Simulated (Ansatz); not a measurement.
**HfSi2N2: from a guess to a relaxed structure, part 1 of 2**

Where does this trial cell of HfSi2N2 go when cell and atoms are let free?

Method: DFT PBE, scalar-relativistic, plane waves, PAW, in Ansatz 0.2.0.

2 further runs of the same task are left out: 1 that didn't finish, 1 set aside as unsound or not needed.

### 1 Starting point

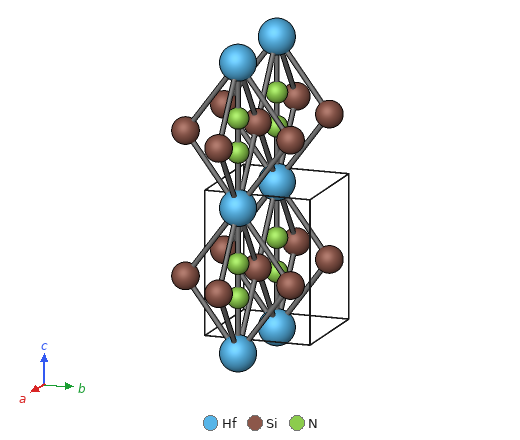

The starting structure, seen slightly off an axis (hafnium blue, silicon brown, nitrogen green). 2×1×2 cells are drawn. Atoms on the faces are drawn again on the opposite ones.

As a file:

```cif
data_structure
_symmetry_space_group_name_H-M 'P4/mmm'
_symmetry_Int_Tables_number 123
_cell_length_a 3.9744
_cell_length_b 3.9744
_cell_length_c 5.3253
_cell_angle_alpha 90.000
_cell_angle_beta 90.000
_cell_angle_gamma 90.000
_cell_volume 84.12
loop_
_atom_site_label
_atom_site_type_symbol
_atom_site_symmetry_multiplicity
_atom_site_Wyckoff_symbol
_atom_site_fract_x
_atom_site_fract_y
_atom_site_fract_z
_atom_site_occupancy
Hf1 Hf 1 c 0.50000 0.50000 0.00000 1
Si1 Si 2 e 0.00000 0.50000 0.50000 1
N1 N 2 h 0.50000 0.50000 0.38280 1
```

Recipe of the guess: random cell by space group and Wyckoff sites (P4/mmm, No. 123). The dimensions are guesses.

### 2 A first look at the guess

File input.yaml:

```yaml
crystal:
  lattice:
    - [3.97441382, 0.0, 0.0]
    - [0.0, 3.97441382, 0.0]
    - [0.0, 0.0, 5.32530104]
  atoms:
    - { symbol: Hf, position: [0.5, 0.5, 0.0] }
    - { symbol: Si, position: [0.0, 0.5, 0.5] }
    - { symbol: Si, position: [0.5, 0.0, 0.5] }
    - { symbol: "N", position: [0.5, 0.5, 0.38279672] }
    - { symbol: "N", position: [0.5, 0.5, 0.61720328] }
basis:
  ecutwfc: 420
kpoints:
  mp_grid: { grid: [4, 4, 4] }
hamiltonian:
  xc: pbe
scf:
  occupations: { method: gaussian, width: 0.1 }
  lower_state_search: "off"
output:
  forces: true
  stress: true
  eigenvalues: true
```

The run is started by

```bash
$ ansatz run input.yaml --threads 1 --pin off --max-ram 2560MiB --backend cpu --events-out ev --progress --plain --runs-dir out
```

Log, cut to the lines that bear on the results:

```text
[...]
SCF converged after 10 iterations
Free energy (F): -17755.321199 eV
[...]
E sigma→0 (E₀):  -17755.314859 eV
Entropy (-TS):   -0.012682 eV (-2.536 meV/atom)
Fermi energy:    10.355448 eV
[...]
--- Forces (eV/Å), atoms counted from 1 ---
  atom   1  Hf     0.00000000     0.00000000     0.00000000
  atom   2  Si     0.00000000     0.00000000     0.00000000
  atom   3  Si    -0.00000000    -0.00000000     0.00000000
  atom   4  N      0.00000000     0.00000000    -5.41050961
  atom   5  N      0.00000000     0.00000000     5.41050961
[...]
--- Stress (GPa, compression-positive) ---
       13.126675       0.000000       0.000000
        0.000000      13.126675       0.000000
        0.000000       0.000000      11.623739
  P = ⅓ Tr σ = 12.6257 GPa (126.257 kbar)
--- Band table (eV; the first three rows and the last of 18) ---
  k-point 0: bands = ["-53.1608", "-22.0481", "-21.7206", "-21.7206", "-14.2703", "-3.3600", "-3.1313", "-3.1313", "-3.1009", "-3.0933", "-3.0823", "-3.0823", "-1.9005", "-0.3735", "-0.3735", "-0.2318", "3.2129", "5.9307", "6.8250", "6.8250", "8.0213", "9.7987", "10.6027", "12.0449", [...]
[...]
```

Wall time 6.8 s (1 thread of Intel Xeon at 2.50GHz (Skylake/Cascade Lake), shared host); peak memory 0.38 GiB.

The probe gives pressure 12.6 GPa, largest force 5.41 eV/Å, gap on this mesh none (metal). A guess like this is first relaxed loosely on the coarse mesh.

### 3 Rough relaxation on the coarse mesh

Changes to input.yaml since step 2:

```diff
@@ -24 +24,6 @@
   eigenvalues: true
+relax:
+  adjacent_minimum: "off"
+  f_tol: 0.04
+  max_steps: 70
+  cell: { stress_tol: 0.4 }
```

The run is started by

```bash
$ ansatz run input.yaml --threads 1 --pin off --max-ram 2560MiB --backend cpu --events-out ev --progress --plain --runs-dir out
```

Log:

```text
Warning: RAYON_NUM_THREADS=1 ignored (pool sized by the plan → 1); use --threads N
Engine: ansatz 0.2.0, x86_64-unknown-linux-gnu
Pseudopotentials: kind: paw
Pseudopotential: Hf, paw, valence charge 26, recommended cutoff 420 eV (normal), Hf.paw.azcp
Pseudopotential: Si, paw, valence charge 4, recommended cutoff 420 eV (normal), Si.paw.azcp
Pseudopotential: N, paw, valence charge 5, recommended cutoff 420 eV (normal), N.paw.azcp
Functional definition: PBE
  parameter kappa = 0.804
  parameter beta = 0.06672455060314922
  exchange = pbe_x(kappa = kappa, mu = beta*pi^2/3)
  correlation = pbe_c(beta = beta)
Crystal: 5 atoms, lattice volume = 84.118 Å³
Basis set: ecut = 420 eV, 1625 PW (Γ), exchange–correlation on 54×54×72 points (8 copies of the dense FFT grid, shifted against one another)
Bands: 27, of which v1, the nominal top of the filled ones, is band 22 counted from 1 (21 counted from 0)
Symmetry: 16 space group operations
Space group: P4/mmm (ITA 123), of the structure as read, at distance tolerance 4.4e-5 Å
k-points: 18 of 64
Non-local potential: Hf, projectors of the file, l = 0: 3, l = 1: 2, l = 2: 2, l = 3: 3
Non-local potential: Si, projectors of the file, l = 0: 2, l = 1: 2, l = 2: 2
Non-local potential: N, projectors of the file, l = 0: 2, l = 1: 2, l = 2: 1
PAW form: soft (Blöchl's): semilocal exchange-correlation on the pseudo side does not see the compensation charge
PAW one-centre angular grid: Hf, 590 points (default); XC on 64 Gauss nodes
PAW one-centre angular grid: Si, 110 points (default); XC on 64 Gauss nodes
PAW one-centre angular grid: N, 110 points (default); XC on 64 Gauss nodes
Initial density: superposition of atomic densities (neutral atoms: chi_scale 0, normalization atom), corrected by the library's trained network
Initial wavefunctions: pseudopotential atomic-orbital guess
Functional: x = pbe(κ = 0.804, μ = 0.2195149727645171), c = pbe(β = 0.06672455060314922)
SCF iter   1: F=—  HF=-17755.401937 eV  |F-HF|=—  |Δ(HF+E_count)|=         —  Δρ=1.54e-2  dr2=4.98e-1  ethr=1.77e-3  ⟨swp⟩=5.9  Hψ=2151  notcnv=0
preconditioner: auto → Resta (q_TF=auto, 2.449 Å⁻¹)  ε∞=5.5  [insulator: Δε(μ)=0.111 eV  Ē_g=11.072 eV  σ=0.100 eV  W_gap=0.56  n_scr=20 (ndim 8)  ℏωp=23.6 eV  f_vac=0.000  D(μ)=2.86/eV (n_scr^D=20)  ε∞_Penn≈5.5]
SCF iter   2: F=—  HF=-17755.328716 eV  |F-HF|=—  |Δ(HF+E_count)|=   7.32e-2  Δρ=7.72e-3  dr2=3.59e-2  ethr=1.13e-3  ⟨swp⟩=2.1  Hψ=771  notcnv=0  defer=9
preconditioner: auto → Kerker (q_TF=auto, 2.449 Å⁻¹)  [metal: Δε(μ)=0.139 eV  Ē_g=11.093 eV  σ=0.100 eV  W_gap=0.49  n_scr=20 (ndim 8)  ℏωp=23.6 eV  f_vac=0.000  D(μ)=2.41/eV (n_scr^D=18)]
SCF iter   3: F=—  HF=-17755.323635 eV  |F-HF|=—  |Δ(HF+E_count)|=   5.08e-3  Δρ=3.98e-3  dr2=1.15e-2  ethr=8.16e-5  ⟨swp⟩=2.1  Hψ=749  notcnv=0  defer=10
SCF iter   4: F=—  HF=-17755.323432 eV  |F-HF|=—  |Δ(HF+E_count)|=   2.03e-4  Δρ=1.90e-3  dr2=3.39e-3  ethr=2.62e-5  ⟨swp⟩=2.7  Hψ=925  notcnv=0  defer=10
SCF iter   5: F=—  HF=-17755.321314 eV  |F-HF|=—  |Δ(HF+E_count)|=   2.12e-3  Δρ=5.04e-4  dr2=4.70e-4  ethr=7.70e-6  ⟨swp⟩=2.0  Hψ=863  notcnv=0  defer=10
SCF iter   6: F=—  HF=-17755.321329 eV  |F-HF|=—  |Δ(HF+E_count)|=   1.45e-5  Δρ=2.45e-4  dr2=1.11e-4  ethr=1.07e-6  ⟨swp⟩=2.0  Hψ=866  notcnv=0  defer=10
SCF iter   7: F=—  HF=-17755.321337 eV  |F-HF|=—  |Δ(HF+E_count)|=   8.22e-6  Δρ=7.44e-5  dr2=7.94e-6  ethr=2.52e-7  ⟨swp⟩=2.0  Hψ=772  notcnv=0  defer=10
SCF iter   8: F=—  HF=-17755.321199 eV  |F-HF|=—  |Δ(HF+E_count)|=   1.38e-4  Δρ=2.95e-5  dr2=1.37e-6  ethr=1.81e-8  ⟨swp⟩=2.0  Hψ=874  notcnv=0  defer=10
SCF iter   9: F=—  HF=-17755.321199 eV  |F-HF|=—  |Δ(HF+E_count)|=   9.67e-8  Δρ=8.01e-6  dr2=1.68e-7  ethr=3.10e-9  ⟨swp⟩=2.0  Hψ=768  notcnv=0  defer=10
SCF iter  10: F=-17755.321199 eV  HF=-17755.321199 eV  |F-HF|=1.07e-8  |Δ(HF+E_count)|=   1.82e-8  Δρ=4.24e-6  dr2=2.38e-8  ethr=2.27e-10  ⟨swp⟩=6.9  Hψ=1864  notcnv=0
SCF 1 converged in 10 iterations: F = -17755.321199 eV  dr2 = 2.38e-8
relax step   1: F+E_penalty+E_count = -17755.32119946 eV  Δ(F+E_penalty+E_count) = +0.000e0 eV  max|allowed force component| = 5.411e0 eV/Å  Δτ_max = 0.0000 Å  P = +12.626 GPa  Ω = 84.118 Å³  (10 SCF iters, dr2 threshold 1.00e-7 eV, accepted)
Crystal: 5 atoms, lattice volume = 88.858 Å³
Basis set: ecut = 420 eV, 1753 PW (Γ), exchange–correlation on 54×54×72 points (8 copies of the dense FFT grid, shifted against one another)
Initial density: handed on by an earlier stage of this run
Initial wavefunctions: those handed on with the density
iter 1 solved again at ethr=1.70e-4 eV; its pass at ethr=3.10e-3 eV (dr2=7.47e-2 eV) is discarded
SCF iter   1: F=—  HF=-17755.774045 eV  |F-HF|=—  |Δ(HF+E_count)|=         —  Δρ=7.58e-3  dr2=7.36e-2  ethr=1.70e-4  ⟨swp⟩=1.2  Hψ=2656  notcnv=0
preconditioner: auto → LDOS  [insulator: Δε(μ)=0.150 eV  Ē_g=11.583 eV  σ=0.100 eV  W_gap=0.70  n_scr=20 (ndim 8)  ℏωp=23.6 eV  f_vac=0.014  D(μ)=2.08/eV (n_scr^D=14)  ε∞_Penn≈5.2  β→1.0]
SCF iter   2: F=—  HF=-17755.764853 eV  |F-HF|=—  |Δ(HF+E_count)|=   9.19e-3  Δρ=5.91e-3  dr2=3.32e-2  ethr=1.67e-4  ⟨swp⟩=2.1  Hψ=879  notcnv=0
SCF iter   3: F=—  HF=-17755.757799 eV  |F-HF|=—  |Δ(HF+E_count)|=   7.05e-3  Δρ=1.59e-3  dr2=2.39e-3  ethr=7.54e-5  ⟨swp⟩=2.1  Hψ=861  notcnv=0
SCF iter   4: F=—  HF=-17755.757300 eV  |F-HF|=—  |Δ(HF+E_count)|=   4.99e-4  Δρ=3.34e-4  dr2=2.34e-4  ethr=5.44e-6  ⟨swp⟩=2.0  Hψ=709  notcnv=0
SCF iter   5: F=—  HF=-17755.757191 eV  |F-HF|=—  |Δ(HF+E_count)|=   1.08e-4  Δρ=1.27e-4  dr2=9.64e-6  ethr=5.32e-7  ⟨swp⟩=2.0  Hψ=830  notcnv=0
SCF iter   6: F=—  HF=-17755.757176 eV  |F-HF|=—  |Δ(HF+E_count)|=   1.49e-5  Δρ=4.53e-5  dr2=2.00e-6  ethr=2.19e-8  ⟨swp⟩=2.0  Hψ=877  notcnv=0
SCF iter   7: F=-17755.757177 eV  HF=-17755.757177 eV  |F-HF|=3.64e-8  |Δ(HF+E_count)|=   6.63e-7  Δρ=1.25e-5  dr2=1.66e-7  ethr=1.14e-9  ⟨swp⟩=6.9  Hψ=2262  notcnv=0
SCF 2 converged in 7 iterations: F = -17755.757177 eV  dr2 = 1.66e-7
relax step   2: F+E_penalty+E_count = -17755.75717709 eV  Δ(F+E_penalty+E_count) = -4.360e-1 eV  max|allowed force component| = 2.354e0 eV/Å  Δτ_max = 0.0196 Å  P = +6.156 GPa  Ω = 88.858 Å³  energy of the carried Pulay correction = -6.507e-3 eV  (7 SCF iters, dr2 threshold 5.00e-7 eV, accepted)
Crystal: 5 atoms, lattice volume = 95.222 Å³
Basis set: ecut = 420 eV, 1829 PW (Γ), exchange–correlation on 54×54×72 points (8 copies of the dense FFT grid, shifted against one another)
iter 1 solved again at ethr=1.51e-4 eV; its pass at ethr=3.10e-3 eV (dr2=6.64e-2 eV) is discarded
SCF iter   1: F=—  HF=-17755.991083 eV  |F-HF|=—  |Δ(HF+E_count)|=         —  Δρ=6.89e-3  dr2=6.56e-2  ethr=1.51e-4  ⟨swp⟩=2.0  Hψ=2794  notcnv=0
preconditioner: auto → LDOS  [metal: Δε(μ)=0.089 eV  Ē_g=11.328 eV  σ=0.100 eV  W_gap=0.47  n_scr=20 (ndim 8)  ℏωp=22.8 eV  f_vac=0.028  D(μ)=2.65/eV (n_scr^D=18)  β→1.0]
SCF iter   2: F=—  HF=-17755.978702 eV  |F-HF|=—  |Δ(HF+E_count)|=   1.24e-2  Δρ=3.52e-3  dr2=1.39e-2  ethr=1.49e-4  ⟨swp⟩=2.0  Hψ=822  notcnv=0
SCF iter   3: F=—  HF=-17755.976567 eV  |F-HF|=—  |Δ(HF+E_count)|=   2.14e-3  Δρ=1.52e-3  dr2=2.43e-3  ethr=3.15e-5  ⟨swp⟩=2.0  Hψ=853  notcnv=0
SCF iter   4: F=—  HF=-17755.976049 eV  |F-HF|=—  |Δ(HF+E_count)|=   5.17e-4  Δρ=4.80e-4  dr2=2.25e-4  ethr=5.53e-6  ⟨swp⟩=2.0  Hψ=714  notcnv=0
SCF iter   5: F=—  HF=-17755.976043 eV  |F-HF|=—  |Δ(HF+E_count)|=   6.11e-6  Δρ=1.44e-4  dr2=1.70e-5  ethr=5.11e-7  ⟨swp⟩=2.0  Hψ=849  notcnv=0
SCF iter   6: F=—  HF=-17755.976025 eV  |F-HF|=—  |Δ(HF+E_count)|=   1.84e-5  Δρ=2.99e-5  dr2=7.81e-7  ethr=3.85e-8  ⟨swp⟩=2.0  Hψ=874  notcnv=0
SCF iter   7: F=-17755.976025 eV  HF=-17755.976025 eV  |F-HF|=2.74e-8  |Δ(HF+E_count)|=   2.81e-7  Δρ=9.41e-6  dr2=6.42e-8  ethr=1.14e-9  ⟨swp⟩=7.3  Hψ=2546  notcnv=0
SCF 3 converged in 7 iterations: F = -17755.976025 eV  dr2 = 6.42e-8
relax step   3: F+E_penalty+E_count = -17755.97602523 eV  Δ(F+E_penalty+E_count) = -2.188e-1 eV  max|allowed force component| = 3.257e-1 eV/Å  Δτ_max = 0.0180 Å  P = +1.274 GPa  Ω = 95.222 Å³  energy of the carried Pulay correction = -1.471e-2 eV  (7 SCF iters, dr2 threshold 5.00e-7 eV, accepted)
[... 11 lines left out ...]
relax step   4: F+E_penalty+E_count = -17755.98338443 eV  Δ(F+E_penalty+E_count) = -7.359e-3 eV  max|allowed force component| = 6.113e-2 eV/Å  Δτ_max = 0.0022 Å  P = +0.062 GPa  Ω = 97.019 Å³  energy of the carried Pulay correction = -1.692e-2 eV  (6 SCF iters, dr2 threshold 5.00e-7 eV, accepted)
[... 8 lines left out ...]
relax step   5: F+E_penalty+E_count = -17755.98334721 eV  Δ(F+E_penalty+E_count) = +3.722e-5 eV  max|allowed force component| = 1.840e-2 eV/Å  Δτ_max = 0.0009 Å  P = +0.044 GPa  Ω = 97.160 Å³  energy of the carried Pulay correction = -1.709e-2 eV  (4 SCF iters, dr2 threshold 2.34e-7 eV, accepted)
[... 12 lines left out ...]
relax step   6: F+E_penalty+E_count = -17756.02437785 eV  Δ(F+E_penalty+E_count) = -4.103e-2 eV  max|allowed force component| = 2.022e-2 eV/Å  Δτ_max = 0.0000 Å  P = +0.566 GPa  Ω = 97.160 Å³  stress off target by 6.97e-1 GPa  SCF on the basis re-selected at this cell (its energy is not comparable with the rows above)  (7 SCF iters)
[... 11 lines left out ...]
relax step   7: F+E_penalty+E_count = -17756.02548276 eV  Δ(F+E_penalty+E_count) = -1.105e-3 eV  max|allowed force component| = 2.295e-3 eV/Å  Δτ_max = 0.0005 Å  P = +0.055 GPa  Ω = 98.179 Å³  energy of the carried Pulay correction = -1.354e-3 eV  (5 SCF iters, dr2 threshold 5.00e-7 eV, accepted)
iter 1 solved again at ethr=7.45e-8 eV; its pass at ethr=3.10e-3 eV (dr2=3.28e-5 eV) is discarded
SCF iter   1: F=—  HF=-17756.027005 eV  |F-HF|=—  |Δ(HF+E_count)|=         —  Δρ=4.65e-5  dr2=4.60e-7  ethr=7.45e-8  ⟨swp⟩=3.7  Hψ=3482  notcnv=0
preconditioner: auto → LDOS  [insulator: Δε(μ)=0.117 eV  Ē_g=11.221 eV  σ=0.100 eV  W_gap=0.58  n_scr=28 (ndim 8)  ℏωp=22.5 eV  f_vac=0.041  D(μ)=2.72/eV (n_scr^D=18)  ε∞_Penn≈5.0  β→1.0]
SCF iter   2: F=—  HF=-17756.026883 eV  |F-HF|=—  |Δ(HF+E_count)|=   1.22e-4  Δρ=2.16e-5  dr2=3.87e-7  ethr=1.05e-9  ⟨swp⟩=3.0  Hψ=919  notcnv=0
SCF iter   3: F=—  HF=-17756.026883 eV  |F-HF|=—  |Δ(HF+E_count)|=   1.18e-7  Δρ=6.51e-6  dr2=2.93e-8  ethr=8.79e-10  ⟨swp⟩=2.0  Hψ=876  notcnv=0
SCF iter   4: F=-17756.026883 eV  HF=-17756.026883 eV  |F-HF|=9.20e-10  |Δ(HF+E_count)|=   2.11e-9  Δρ=2.12e-6  dr2=2.08e-9  ethr=7.27e-12  ⟨swp⟩=3.6  Hψ=2208  notcnv=0
SCF 8 converged in 4 iterations: F = -17756.026883 eV  dr2 = 2.08e-9
relax step   8: F+E_penalty+E_count = -17756.02688289 eV  Δ(F+E_penalty+E_count) = -1.400e-3 eV  max|allowed force component| = 2.061e-3 eV/Å  Δτ_max = 0.0000 Å  P = +0.059 GPa  Ω = 98.179 Å³  stress off target by 9.33e-2 GPa  SCF on the basis re-selected at this cell (its energy is not comparable with the rows above)  (4 SCF iters)
basis re-selected at this cell: Δ(F+E_penalty+E_count) = -1.400e-3 eV, ΔP = +0.004 GPa vs the last step (what re-selecting the basis moved, of the pressure what is left beyond the Pulay correction that the steps carried, after the strain that the cell walked since its last selection, with what the two solves' SCF thresholds leave and, on support functions, any second-order correction that the steps lacked; it is no measure of the basis error at this ecutwfc). This SCF's stress stands 9.33e-2 GPa from its target on what of the cell is left free (relax.cell.stress_tol is 4.00e-1 GPa) and its largest allowed force component is 2.06e-3 eV/Å (relax.f_tol is 4.00e-2 eV/Å): within both
SCF converged after 4 iterations
Free energy (F): -17756.026883 eV
Harris-Foulkes:  -17756.026883 eV  (|F-HF|=9.20e-10)
Internal energy: -17756.013291 eV  (E = F + TS)
E sigma→0 (E₀):  -17756.020087 eV
Entropy (-TS):   -0.013592 eV (-2.718 meV/atom)
Fermi energy:    8.448414 eV
--- Per-component energies (eV) ---
  E_band       = -301.118650
  E_kinetic    = 756.395930
  E_local      = -8686.540205  (includes V_loc(G=0)·N_el)
  E_nonlocal   = -1099.521180
  E_hartree    = 3924.843846
  E_xc         = -525.737245
  E_vxc        = -505.663363  (∫ρ·V_xc dr)
  E_paw        = -8204.014894  (= ΣΔE_a)
  E_vpaw       = 1384.522303  (= ΣTr[D̂ρ^β])
  E_aug_tail   = 0.000199  (compensation charges beyond the density's cutoff)
  E_ewald      = -3921.439742
  E_smearing   = -0.013592  (= −TS)
  E_closure    = 0.000000  (closes the sum)
  Σ components = -17756.026883   (vs F -17756.026883, Δ=0.00e0)
--- Forces (eV/Å), atoms counted from 1 ---
  atom   1  Hf     0.00000000    -0.00000000     0.00000000
  atom   2  Si     0.00000000     0.00000000     0.00000000
  atom   3  Si     0.00000000     0.00000000     0.00000000
  atom   4  N      0.00000000     0.00000000     0.00206108
  atom   5  N      0.00000000     0.00000000    -0.00206108
  max |Σ_I F_I| component: 4.89e-29 eV/Å
--- Stress (GPa, compression-positive) ---
        0.093271       0.000000       0.000000
        0.000000       0.093271       0.000000
        0.000000       0.000000      -0.009292
  P = ⅓ Tr σ = 0.0591 GPa (0.591 kbar)
--- Band table (eV; the first three rows and the last of 18) ---
  k-point 0: bands = ["-55.0906", "-23.9059", "-23.7234", "-23.7234", "-13.9434", "-5.1982", "-5.1023", "-5.1023", "-5.0183", "-5.0094", "-4.9680", "-4.9680", "-3.2690", "-1.2655", "-0.6372", "-0.6372", "1.1261", "3.3473", "5.1140", "5.1140", "6.5733", "7.7869", "8.7449", "9.5870", "9.5870", "9.7473", "9.8587"]
  k-point 1: bands = ["-55.0906", "-23.9126", "-23.7232", "-23.7232", "-13.8450", "-5.2060", "-5.1023", "-5.1023", "-5.0184", "-5.0096", "-4.9636", "-4.9636", "-4.3649", "-0.7468", "-0.7468", "-0.3360", "1.8500", "3.4512", "5.4181", "5.6520", "5.6520", "7.6895", "9.5278", "9.6308", "9.6308", "9.9120", "11.0602"]
  k-point 2: bands = ["-55.0906", "-23.9194", "-23.7231", "-23.7231", "-13.7418", "-5.2549", "-5.1023", "-5.1023", "-5.0184", "-5.0098", "-5.0068", "-4.9591", "-4.9591", "-0.8488", "-0.8488", "0.0468", "2.8804", "3.5696", "4.7459", "6.3504", "6.3504", "7.1048", "9.6578", "9.6578", "9.9686", "10.2399", "10.2399"]
  k-point 17: bands = ["-55.0903", "-23.9162", "-23.7346", "-23.7346", "-13.6139", "-5.1028", "-5.1028", "-5.1023", "-5.0192", "-5.0073", "-5.0057", "-4.9604", "-4.9604", "-2.3553", "-2.3553", "1.8719", "4.6048", "4.6349", "4.6349", "6.5202", "6.5202", "7.8412", "9.6319", "9.6319", "9.7296", "9.9091", "10.3135"]
--- Relaxed structure (6 steps of the walk, 6 accepted, 2 SCFs on fresh bases) ---
  F+E_penalty+E_count = -17756.02688289 eV   max|allowed force component| = 2.061e-3 eV/Å   (the final SCF, on the basis selected at the relaxed cell)
  cell:  # Å, volume = 98.1792 Å³
    - [4.290377793465425, -1.572265803386578e-33, 0.0]
    - [-4.7167974101597335e-33, 4.290377793465425, 0.0]
    - [0.0, 0.0, 5.333699975903413]
  atoms:
    - { symbol: Hf, position: [0.49999999999999994, 0.49999999999999994, 0.0] }
    - { symbol: Si, position: [-1.5640077779188216e-36, 0.49999999999999994, 0.49999999999999994] }
    - { symbol: Si, position: [0.49999999999999994, -9.298866213647741e-37, 0.49999999999999994] }
    - { symbol: N, position: [0.49999999999999994, 0.49999999999999994, 0.37526504053336296] }
    - { symbol: N, position: [0.49999999999999994, 0.49999999999999994, 0.6247349594666368] }
```

Wall time 59 s (1 thread of Intel Xeon at 2.50GHz (Skylake/Cascade Lake), shared host); peak memory 0.41 GiB.

Step by step:

| step | E - E(step 1) (eV/cell) | largest force component (eV/Å) | pressure (GPa) | volume (Å³) |
| --- | --- | --- | --- | --- |
| 1 | 0.0000 | 5.4105 | 12.63 | 84.12 |
| 2 | -0.4360 | 2.3539 | 6.16 | 88.86 |
| 3 | -0.6548 | 0.3257 | 1.27 | 95.22 |
| 4 | -0.6622 | 0.0611 | 0.06 | 97.02 |
| 5 | -0.6621 | 0.0184 | 0.04 | 97.16 |
| 6 | -0.7032 | 0.0202 | 0.57 | 97.16 |
| 7 | -0.7043 | 0.0023 | 0.05 | 98.18 |
| 8 | -0.7057 | 0.0021 | 0.06 | 98.18 |

Step 1 is the start. Steps 6, 8 each repeat the geometry before them on a plane-wave basis chosen anew, so the energy can jump there without any move.

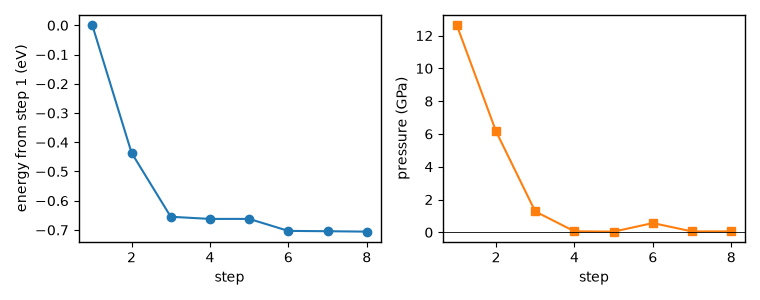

Energy and pressure along the relaxation.

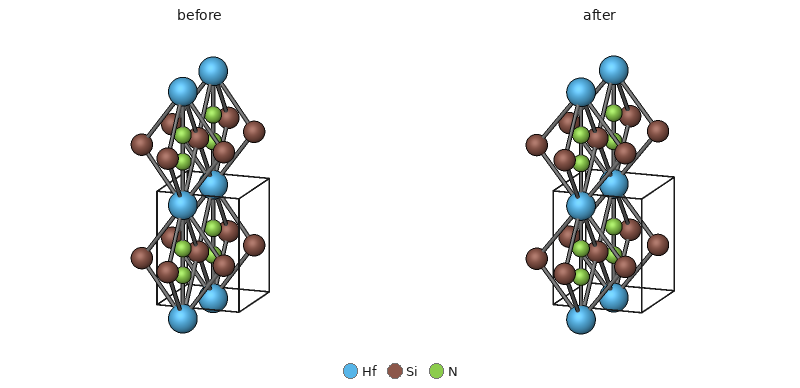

Before and after, at one scale.

|  | before | after | change |
| --- | --- | --- | --- |
| a (Å) | 3.974 | 4.290 | +7.9 % |
| b (Å) | 3.974 | 4.290 | +7.9 % |
| c (Å) | 5.325 | 5.334 | +0.2 % |
| volume (Å³/atom) | 16.82 | 19.64 | +16.7 % |
| shortest distance (Å) | 1.248 | 1.331 | +6.6 % |
| space group (0.01 Å) | P4/mmm | P4/mmm | same |

The run keeps the 16 symmetry operations of the start, so it could not have lowered the symmetry.

(Continued in part 2 of 2.)
